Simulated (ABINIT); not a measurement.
# Gallium (Cmce): zone-centre phonons, part 2 of 3

Which modes does Gallium (Cmce) have at the zone centre?

ABINIT 10.8.3; DFT LDA, scalar-relativistic, plane waves, HGH norm-conserving pseudopotentials.

So far. Step 3 (Relaxation): The volume changes by -11.4 % in this run and stands -11.4 % from the first cell. The relaxed cell has a, b, c = 4.337, 7.343, 4.360 Å (conventional setting).

### Step 5. Linear response at Γ

At q = 0 one unit cell holds all displacements. The response is solved for single atoms along the cell's directions, and symmetry skips those that follow from others. The crystal is treated as a metal, which screens a static field, so no field response is asked.

Input file dfpt_gamma.abi:

```

# common to the responses
getwfk_filepath "gso_WFK"
kptopt 2
nqpt 1
qpt 0.0 0.0 0.0
asr 0
chneut 0

# displacements
rfphon 1
rfatpol 1 4
rfdir 1 1 1
tolvrs 1.0d-10
prtwf 0

# basis, mesh and filling
ecut 20.0
ixc 7
ngkpt 10 10 8
nshiftk 1
shiftk 0.0 0.0 0.0
istwfk *1
occopt 7
tsmear 0.01
nband 12
nstep 100
diemac 1000000.0
prtebands 0
prtgsr 0
useylm 1

# cell and atoms
acell 8.058175174 8.058175174 8.238441381
rprim 
    0.508583308 -0.8610127867 0.0
    0.508583308 0.8610127867 0.0
    0.0 0.0 1.0
ntypat 1
znucl 31
natom 4
typat 1 1 1 1
xred 
    0.8446426043 0.1553573957 0.0837144288
    0.6553573957 0.3446426043 0.5837144288
    0.1553573957 0.8446426043 0.9162855712
    0.3446426043 0.6553573957 0.4162855712
pp_dirpath "./pseudo"
pseudos "Ga.hgh"
```

On the command line:

```console
$ OMP_NUM_THREADS=1 mpirun -n 16 abinit dfpt_gamma.abi > dfpt_gamma.log
```

Numbers of over 12 decimals in the logs are rounded to 6 here.

dfpt_gamma.abo, the main output file:

```text
[banners, grids, parts of the stress and lines that vanish by symmetry left out]
- input  file    -> dfpt_gamma.abi
- output file    -> dfpt_gamma.abo
- root for input  files -> dfpt_gammai
- root for output files -> dfpt_gammao

 Symmetries : space group Cm c a (# 64); Bravais oC (1-face-center ortho.)
================================================================================
 Values of the parameters that define the memory need of the present run (RF).
     intxc =       0      iscf =       7    lmnmax =      14     lnmax =       6
     mgfft =      36  mpssoang =       3    mqgrid =    3001     natom =       4
  nloc_mem =       1    nspden =       1   nspinor =       1    nsppol =       1
      nsym =       8    n1xccc =       0    ntypat =       1    occopt =       7
   xclevel =       1
-    mband =          12        mffmem =           1         mkmem =          26
-   mkqmem =          26        mk1mem =          26           mpw =        2021
      nfft =       46656          nkpt =         404
- my_mband =          12
================================================================================
================================================================================

--------------------------------------------------------------------------------
------------- Echo of variables that govern the present computation ------------
--------------------------------------------------------------------------------
-
- outvars: echo of selected default values
-   iomode0 =  0 , fftalg0 =312 , wfoptalg0 =  0
-
- outvars: echo of global parameters not present in the input file
-  max_nthreads =    1
-
 -outvars: echo values of preprocessed input variables
 [... echo left out ...]
================================================================================

 chkinp: Checking input parameters for consistency.

[...]
== DATASET  1 ==================================================================
-   mpi_nproc: 16, omp_nthreads: 1 (-1 if OMP is not activated)

--- !DatasetInfo
iteration_state: {dtset: 1, }
dimensions: {natom: 4, nkpt: 404, mband: 12, nsppol: 1, nspinor: 1, nspden: 1, mpw: 2021, }
cutoff_energies: {ecut:  20.0, pawecutdg:  -1.0, }
electrons: {nelect:   1.20000000E+01, charge:   0.00000000E+00, occopt:   7.00000000E+00, tsmear:   1.00000000E-02, }
meta: {optdriver: 1, rfphon: 1, }
...

 mkfilename: getwfk from: gso_WFK

 Exchange-correlation functional for the present dataset will be:
  LDA: Perdew-Wang 92 LSD fit to Ceperley-Alder data - ixc=7
 Citation for XC functional:
  J.P.Perdew and Y.Wang, PRB 45, 13244 (1992)

 Real(R)+Recip(G) space primitive vectors, cartesian coordinates (Bohr,Bohr^-1):
 R(1)=  4.0982534 -6.9381919  0.0000000  G(1)=  0.1220032 -0.0720649  0.0000000
 R(2)=  4.0982534  6.9381919  0.0000000  G(2)=  0.1220032  0.0720649  0.0000000
 R(3)=  0.0000000  0.0000000  8.2384414  G(3)=  0.0000000  0.0000000  0.1213822
 Unit cell volume ucvol=  4.6851140E+02 bohr^3
 Angles (23,13,12)=  9.00000000E+01  9.00000000E+01  1.18860979E+02 degrees
 setup1 : take into account q-point for computing boxcut.

 getcut: wavevector=  0.0000  0.0000  0.0000  ngfft=  36  36  36
         ecut(hartree)=     20.000   => boxcut(ratio)=   2.17059

--- Pseudopotential description ------------------------------------------------
- pspini: atom type   1  psp file is ./pseudo/Ga.hgh

   2.83738595E+02                                ecore*ucvol(ha*bohr**3)
--------------------------------------------------------------------------------

 ==>  initialize data related to q vector <==

 The list of irreducible perturbations for this q vector is:
    1)    idir= 1    ipert=   1
    2)    idir= 3    ipert=   1

[...]
The perturbation idir=   2  ipert=   1 is
 symmetric of a previously calculated perturbation.
 So, its SCF calculation is not needed.

 The perturbation idir=   1  ipert=   2 is
 symmetric of a previously calculated perturbation.
 So, its SCF calculation is not needed.

 The perturbation idir=   2  ipert=   2 is
 symmetric of a previously calculated perturbation.
 So, its SCF calculation is not needed.

 The perturbation idir=   3  ipert=   2 is
 symmetric of a previously calculated perturbation.
 So, its SCF calculation is not needed.

[...]
The perturbation idir=   2  ipert=   4 is
 symmetric of a previously calculated perturbation.
 So, its SCF calculation is not needed.

 The perturbation idir=   3  ipert=   4 is
 symmetric of a previously calculated perturbation.
 So, its SCF calculation is not needed.

--------------------------------------------------------------------------------
 Perturbation wavevector (in red.coord.)   0.000000  0.000000  0.000000
 Perturbation : displacement of atom   1   along direction   1
 The set of symmetries contains only one element for this perturbation.

[...]
dfpt_looppert : total number of electrons, from k and k+q
  fully or partially occupied states are    1.200000E+01 and    1.200000E+01.
 Initialisation of the first-order wave-functions :
  ireadwf=   0

--- !BeginCycle
iteration_state: {dtset: 1, }
solver: {iscf: 7, nstep: 100, nline: 4, wfoptalg: 0, }
tolerances: {tolvrs: 1.00E-10, }
...

     iter   2DEtotal(Ha)        deltaE(Ha) residm    vres2
-ETOT  1   13.906352478412     -4.312E+01 1.817E-01 2.382E+04
 ETOT  2   4.237870     -9.668E+00 1.575E-02 2.215E+02
 ETOT  3   4.162979     -7.489E-02 1.183E-03 5.168E+00
 ETOT  4   4.161488     -1.491E-03 1.385E-05 1.059E-01
 ETOT  5   4.161462     -2.615E-05 8.455E-07 1.423E-03
[...]
At SCF step    9       vres2   =  4.98E-11 < tolvrs=  1.00E-10 =>converged.
[...]
Mean square residual over all n,k,spin=   15.588E-16; max=  11.154E-13

 Thirteen components of 2nd-order total energy (hartree) are
 1,2,3: 0th-order hamiltonian combined with 1st-order wavefunctions
     kin0=   5.23116079E+01 eigvalue=  -7.45600036E-02  local=  -2.20046805E+01
 4,5,6: 1st-order hamiltonian combined with 1st and 0th-order wfs
 loc psp =  -1.53685371E+01  Hartree=   1.03438705E+01     xc=  -5.18874380E+00
 note that "loc psp" includes a xc core correction that could be resolved
 7,8,9: eventually, occupation + non-local contributions
    edocc=   5.12231704E+00     enl0=   1.23502859E+01   enl1=  -9.03516565E+01
 1-9 gives the relaxation energy (to be shifted if some occ is /=2.0)
   erelax=  -5.28600966E+01
 10,11,12 Non-relaxation  contributions : frozen-wavefunctions and Ewald
 fr.local=  -6.47563159E+00 fr.nonlo=   4.89070248E+01  Ewald=   1.45901646E+01
 13,14 Frozen wf xc core corrections (1) and (2)
 frxc 1  =   0.00000000E+00  frxc 2 =   0.00000000E+00
 Resulting in :
 2DEtotal=    0.4161461254E+01 Ha. Also 2DEtotal=    0.113239129539E+03 eV
    (2DErelax=   -5.2860096605E+01 Ha. 2DEnonrelax=    5.7021557859E+01 Ha)
    (  non-var. 2DEtotal :    4.1614610506E+00 Ha)

[...]
Perturbation wavevector (in red.coord.)   0.000000  0.000000  0.000000
 Perturbation : displacement of atom   1   along direction   3
 Found     2 symmetries that leave the perturbation invariant.

--------------------------------------------------------------------------------

--------------------------------------------------------------------------------

 dfpt_looppert : total number of electrons, from k and k+q
  fully or partially occupied states are    1.200000E+01 and    1.200000E+01.
 Initialisation of the first-order wave-functions :
  ireadwf=   0

--- !BeginCycle
iteration_state: {dtset: 1, }
solver: {iscf: 7, nstep: 100, nline: 4, wfoptalg: 0, }
tolerances: {tolvrs: 1.00E-10, }
...

     iter   2DEtotal(Ha)        deltaE(Ha) residm    vres2
-ETOT  1   27.615804456832     -3.260E+01 2.506E-01 7.109E+04
[...]
ETOT  8   3.413006     -1.128E-10 1.266E-09 3.389E-09
 ETOT  9   3.413006     -1.016E-12 2.953E-11 2.559E-11

 At SCF step    9       vres2   =  2.56E-11 < tolvrs=  1.00E-10 =>converged.
[...]
Mean square residual over all n,k,spin=   26.485E-15; max=  29.527E-12

 Thirteen components of 2nd-order total energy (hartree) are
 1,2,3: 0th-order hamiltonian combined with 1st-order wavefunctions
     kin0=   5.39908604E+01 eigvalue=  -9.15622214E-02  local=  -2.25980106E+01
 4,5,6: 1st-order hamiltonian combined with 1st and 0th-order wfs
 loc psp =  -2.24994472E+01  Hartree=   1.28544877E+01     xc=  -5.49869065E+00
 note that "loc psp" includes a xc core correction that could be resolved
 7,8,9: eventually, occupation + non-local contributions
    edocc=   5.61885003E+00     enl0=   1.25232262E+01   enl1=  -9.10988738E+01
 1-9 gives the relaxation energy (to be shifted if some occ is /=2.0)
   erelax=  -5.67991602E+01
 10,11,12 Non-relaxation  contributions : frozen-wavefunctions and Ewald
 fr.local=  -6.47886488E+00 fr.nonlo=   4.90095904E+01  Ewald=   1.76814407E+01
 13,14 Frozen wf xc core corrections (1) and (2)
 frxc 1  =   0.00000000E+00  frxc 2 =   0.00000000E+00
 Resulting in :
 2DEtotal=    0.3413005997E+01 Ha. Also 2DEtotal=    0.928726244446E+02 eV
    (2DErelax=   -5.6799160183E+01 Ha. 2DEnonrelax=    6.0212166180E+01 Ha)
    (  non-var. 2DEtotal :    3.4130057161E+00 Ha)

[...]
---- first-order wavefunction calculations are completed ----

 ==> Compute Derivative Database <==

 [... matrices left out ...]
  Phonon wavevector (reduced coordinates) :  0.00000  0.00000  0.00000
 Phonon energies in Hartree :
  -1.315953E-06  1.436769E-06  1.523515E-06  2.100519E-04  4.670363E-04
   4.692452E-04  4.993003E-04  7.002004E-04  8.546459E-04  8.673181E-04
   1.012756E-03  1.119710E-03
 Phonon frequencies in cm-1    :
- -2.888183E-01  3.153344E-01  3.343729E-01  4.610106E+01  1.025026E+02
-  1.029874E+02  1.095838E+02  1.536762E+02  1.875731E+02  1.903543E+02
-  2.222743E+02  2.457479E+02

== END DATASET(S) ==============================================================
================================================================================

 -outvars: echo values of variables after computation
            acell      8.0581751740E+00  8.0581751740E+00  8.2384413810E+00 Bohr
           etotal      3.4130059970E+00
            fcart      0.0000000000E+00  0.0000000000E+00  0.0000000000E+00
           strten      0.0000000000E+00  0.0000000000E+00  0.0000000000E+00
================================================================================
```

It took 28 s on 16 MPI ranks of Arm Neoverse V1, shared host; 7.4 min of CPU time.

This step gave:

```yaml
largest_acoustic_frequency_at_the_zone_centre_before_the_sum_rule: 0.33 cm⁻¹
highest_optical_zone_centre_mode_no_lo_to_term: 245.8 cm⁻¹
lowest_optical_zone_centre_mode: 46.1 cm⁻¹
```

The acoustic modes at Γ come out as far as 0.3 cm⁻¹ from zero, where they should vanish, a small numerical error.

### Step 6. Zone-centre analysis

anaddb reads the merged derivatives and imposes the acoustic sum rule.

Input file anaddb.abi:

```
ddb_filepath "gamma_DDB"
output_file "anaddb.abo"
outdata_prefix "anaddb"
asr 1
chneut 1
enunit 2
eivec 1
nph1l 1
qph1l 0.0 0.0 0.0 1.0
```

Input file mrgddb.in:

```
gamma_DDB
merged
2
dfpt_gammao_DDB
gso_DDB
```

On the command line:

```console
$ mrgddb < mrgddb.in > mrgddb.log
$ OMP_NUM_THREADS=1 anaddb anaddb.abi > anaddb.log
```

anaddb.abo, the main output file:

```text
[banners, grids, parts of the stress and lines that vanish by symmetry left out]
-outvars_anaddb: echo values of input variables ----------------------

 Miscellaneous information :
      enunit         2
       eivec         1
         asr         1
 First list of wavevector (reduced coord.) :
       nph1l         1
       qph1l
                     0.00000000E+00  0.00000000E+00  0.00000000E+00    1.000E+00

================================================================================

 read the DDB information and perform some checks

  ==== Info on the Cryst% object ====
 Real(R)+Recip(G) space primitive vectors, cartesian coordinates (Bohr,Bohr^-1):
 R(1)=  4.0982534 -6.9381919  0.0000000  G(1)=  0.1220032 -0.0720649  0.0000000
 R(2)=  4.0982534  6.9381919  0.0000000  G(2)=  0.1220032  0.0720649  0.0000000
 R(3)=  0.0000000  0.0000000  8.2384414  G(3)=  0.0000000  0.0000000  0.1213822
 Unit cell volume ucvol=  4.6851140E+02 bohr^3
 Angles (23,13,12)=  9.00000000E+01  9.00000000E+01  1.18860979E+02 degrees
 Time-reversal symmetry is present
 Reduced atomic positions [iatom, xred, symbol]:
    1)    0.8446426  0.1553574  0.0837144  Ga
    2)    0.6553574  0.3446426  0.5837144  Ga
    3)    0.1553574  0.8446426  0.9162856  Ga
    4)    0.3446426  0.6553574  0.4162856  Ga

 DDB file with 3 blocks has been read.

================================================================================

 Treat the first list of vectors

  Phonon wavevector (reduced coordinates) :  0.00000  0.00000  0.00000
 Phonon energies in Hartree :
   0.000000E+00  0.000000E+00  0.000000E+00  2.100463E-04  4.670381E-04
   4.692430E-04  4.992980E-04  7.002012E-04  8.546469E-04  8.673168E-04
   1.012755E-03  1.119709E-03
 Phonon energies in meV     :
-  0.000000E+00  0.000000E+00  0.000000E+00  5.715652E+00  1.270876E+01
-  1.276875E+01  1.358659E+01  1.905344E+01  2.325613E+01  2.360089E+01
-  2.755848E+01  3.046883E+01
 Phonon frequencies in cm-1    :
-  0.000000E+00  0.000000E+00  0.000000E+00  4.609984E+01  1.025030E+02
-  1.029869E+02  1.095832E+02  1.536764E+02  1.875733E+02  1.903540E+02
-  2.222741E+02  2.457477E+02
 Phonon frequencies in Thz     :
-  0.000000E+00  0.000000E+00  0.000000E+00  1.382039E+00  3.072963E+00
-  3.087471E+00  3.285223E+00  4.607102E+00  5.623306E+00  5.706670E+00
-  6.663611E+00  7.367331E+00
 Phonon energies in Kelvin  :
-  0.000000E+00  0.000000E+00  0.000000E+00  6.632739E+01  1.474790E+02
-  1.481752E+02  1.576658E+02  2.211060E+02  2.698761E+02  2.738770E+02
-  3.198029E+02  3.535761E+02

 Eigendisplacements
 (will be given, for each mode : in cartesian coordinates
   for each atom the real part of the displacement vector,
   then the imaginary part of the displacement vector - absolute values smaller than 1.0d-7 are set to zero)
  Mode number    1   Energy    0.000000E+00
 Attention : low frequency mode.
   (Could be unstable or acoustic mode)
-  1  0.00000000E+00  0.00000000E+00  1.40249693E-03
-     0.00000000E+00  0.00000000E+00  0.00000000E+00
-  2  0.00000000E+00  0.00000000E+00  1.40249693E-03
-     0.00000000E+00  0.00000000E+00  0.00000000E+00
-  3  0.00000000E+00  0.00000000E+00  1.40249693E-03
-     0.00000000E+00  0.00000000E+00  0.00000000E+00
-  4  0.00000000E+00  0.00000000E+00  1.40249693E-03
-     0.00000000E+00  0.00000000E+00  0.00000000E+00
  Mode number    2   Energy    0.000000E+00
 Attention : low frequency mode.
   (Could be unstable or acoustic mode)
-  1  0.00000000E+00  1.40249693E-03  0.00000000E+00
-     0.00000000E+00  0.00000000E+00  0.00000000E+00
-  2  0.00000000E+00  1.40249693E-03  0.00000000E+00
-     0.00000000E+00  0.00000000E+00  0.00000000E+00
-  3  0.00000000E+00  1.40249693E-03  0.00000000E+00
-     0.00000000E+00  0.00000000E+00  0.00000000E+00
-  4  0.00000000E+00  1.40249693E-03  0.00000000E+00
-     0.00000000E+00  0.00000000E+00  0.00000000E+00
  Mode number    3   Energy    0.000000E+00
 Attention : low frequency mode.
   (Could be unstable or acoustic mode)
-  1  1.40249693E-03  0.00000000E+00  0.00000000E+00
-     0.00000000E+00  0.00000000E+00  0.00000000E+00
-  2  1.40249693E-03  0.00000000E+00  0.00000000E+00
-     0.00000000E+00  0.00000000E+00  0.00000000E+00
-  3  1.40249693E-03  0.00000000E+00  0.00000000E+00
-     0.00000000E+00  0.00000000E+00  0.00000000E+00
-  4  1.40249693E-03  0.00000000E+00  0.00000000E+00
-     0.00000000E+00  0.00000000E+00  0.00000000E+00
  Mode number    4   Energy    2.100463E-04
;  1  1.40249693E-03  0.00000000E+00  0.00000000E+00
;     0.00000000E+00  0.00000000E+00  0.00000000E+00
;  2 -1.40249693E-03  0.00000000E+00  0.00000000E+00
;     0.00000000E+00  0.00000000E+00  0.00000000E+00
;  3 -1.40249693E-03  0.00000000E+00  0.00000000E+00
;     0.00000000E+00  0.00000000E+00  0.00000000E+00
;  4  1.40249693E-03  0.00000000E+00  0.00000000E+00
;     0.00000000E+00  0.00000000E+00  0.00000000E+00
  Mode number    5   Energy    4.670381E-04
;  1  0.00000000E+00  2.43337343E-04 -1.38122576E-03
;     0.00000000E+00  0.00000000E+00  0.00000000E+00
;  2  0.00000000E+00 -2.43337343E-04 -1.38122576E-03
;     0.00000000E+00  0.00000000E+00  0.00000000E+00
;  3  0.00000000E+00 -2.43337343E-04  1.38122576E-03
;     0.00000000E+00  0.00000000E+00  0.00000000E+00
;  4  0.00000000E+00  2.43337343E-04  1.38122576E-03
;     0.00000000E+00  0.00000000E+00  0.00000000E+00
  Mode number    6   Energy    4.692430E-04
;  1  0.00000000E+00  1.40249693E-03  0.00000000E+00
;     0.00000000E+00  0.00000000E+00  0.00000000E+00
;  2  0.00000000E+00 -1.40249693E-03  0.00000000E+00
;     0.00000000E+00  0.00000000E+00  0.00000000E+00
;  3  0.00000000E+00  1.40249693E-03  0.00000000E+00
;     0.00000000E+00  0.00000000E+00  0.00000000E+00
;  4  0.00000000E+00 -1.40249693E-03  0.00000000E+00
;     0.00000000E+00  0.00000000E+00  0.00000000E+00
  Mode number    7   Energy    4.992980E-04
;  1  1.40249693E-03  0.00000000E+00  0.00000000E+00
;     0.00000000E+00  0.00000000E+00  0.00000000E+00
;  2 -1.40249693E-03  0.00000000E+00  0.00000000E+00
;     0.00000000E+00  0.00000000E+00  0.00000000E+00
[...]
Mode number    8   Energy    7.002012E-04
[...]
Mode number    9   Energy    8.546469E-04
[...]
Mode number   10   Energy    8.673168E-04
[...]
Mode number   11   Energy    1.012755E-03
[...]
;  2  0.00000000E+00  1.24631630E-03 -6.43189965E-04
;     0.00000000E+00  0.00000000E+00  0.00000000E+00
;  3  0.00000000E+00 -1.24631630E-03 -6.43189965E-04
;     0.00000000E+00  0.00000000E+00  0.00000000E+00
;  4  0.00000000E+00 -1.24631630E-03  6.43189965E-04
;     0.00000000E+00  0.00000000E+00  0.00000000E+00
  Mode number   12   Energy    1.119709E-03
;  1  0.00000000E+00  1.38122576E-03  2.43337343E-04
;     0.00000000E+00  0.00000000E+00  0.00000000E+00
;  2  0.00000000E+00 -1.38122576E-03  2.43337343E-04
;     0.00000000E+00  0.00000000E+00  0.00000000E+00
;  3  0.00000000E+00 -1.38122576E-03 -2.43337343E-04
;     0.00000000E+00  0.00000000E+00  0.00000000E+00
;  4  0.00000000E+00  1.38122576E-03 -2.43337343E-04
;     0.00000000E+00  0.00000000E+00  0.00000000E+00

 Analysis of degeneracies and characters (maximum tolerance=1.00E-06 a.u.)
 For each vibration mode, or group of modes if degenerate,
 the characters are given for each symmetry operation (see the list in the log file).
 Symmetry characters of vibration mode #   1
       degenerate with vibration modes #   2 to    3
  3.0 -3.0 -1.0  1.0 -1.0  1.0 -1.0  1.0
 Symmetry characters of vibration mode #   4
  1.0  1.0 -1.0 -1.0  1.0  1.0 -1.0 -1.0
 Symmetry characters of vibration mode #   5
  1.0  1.0  1.0  1.0  1.0  1.0  1.0  1.0
 Symmetry characters of vibration mode #   6
  1.0 -1.0 -1.0  1.0  1.0 -1.0 -1.0  1.0
 Symmetry characters of vibration mode #   7
  1.0 -1.0  1.0 -1.0  1.0 -1.0  1.0 -1.0
 Symmetry characters of vibration mode #   8
  1.0  1.0 -1.0 -1.0 -1.0 -1.0  1.0  1.0
 Symmetry characters of vibration mode #   9
  1.0 -1.0  1.0 -1.0 -1.0  1.0 -1.0  1.0
 Symmetry characters of vibration mode #  10
  1.0  1.0  1.0  1.0 -1.0 -1.0 -1.0 -1.0
 Symmetry characters of vibration mode #  11
  1.0  1.0 -1.0 -1.0 -1.0 -1.0  1.0  1.0
 Symmetry characters of vibration mode #  12
  1.0  1.0  1.0  1.0  1.0  1.0  1.0  1.0
-
```

Elapsed: 0.51 s, on 1 thread.

No LO-TO term; unit eigenvectors of the mass-weighted matrix, from anaddb's displacements. Modes at Γ:

```csv
mode,frequency (cm⁻¹)
1,0.0
2,0.0
3,0.0
4,46.1
5,102.5
6,103.0
7,109.6
8,153.7
9,187.6
10,190.4
11,222.3
12,245.7
```

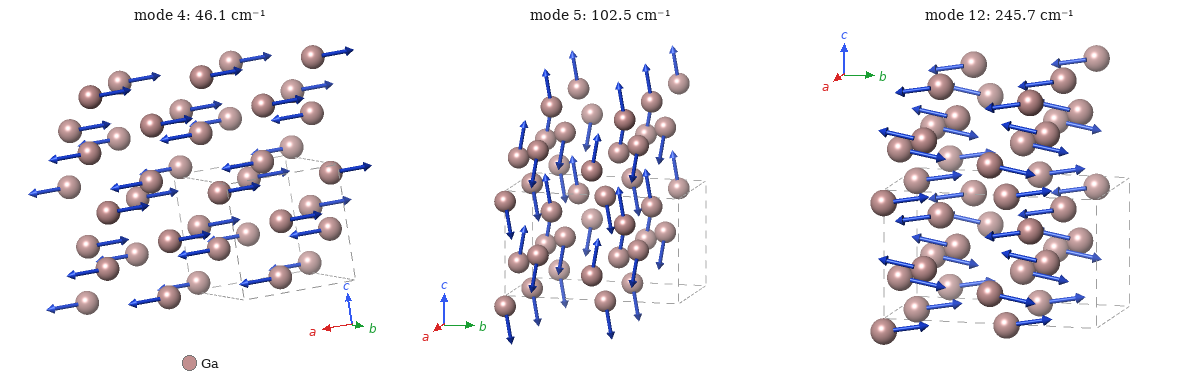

Displacement patterns of modes 4, 5 and 12 at Γ; arrows are exaggerated. 2×1×2 conventional cells are drawn. Some periodic images of atoms are drawn too.

The rule moves no optical mode by more than 0.1 cm⁻¹.

(Continued in part 3 of 3.)

[Host names and launcher messages were left out of these logs when they were recorded.]

[Logs are printed without paths, hosts, clocks, repeated set-up lines and the standing remarks that a program may print on its own settings, such as how far it seeks lower states.]

[Hosts, paths, dates, database ids (printed as entryN), source tags and the programs' standing remarks are cut or masked in the printed files.]
